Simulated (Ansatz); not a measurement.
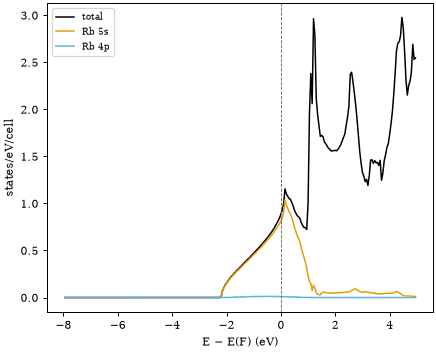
Total and projected density of states of Rb (bcc (W type), Im-3m), the program Ansatz at the LDA level (PAW)

### Question
Which orbitals carry the states next to the Fermi level?

### Answer
Within 0.5 eV of the Fermi level: Rb 5s 90 %, outside the projected shells 9 %. Projections are on Löwdin-orthogonalised atomic valence shells; empty p or d shells of many metals are not among them.

Symmetry was held in the LDA relaxation. Spin–orbit coupling is left out wherever it is not named.

Potentials: the later of the program's two PAW sets.
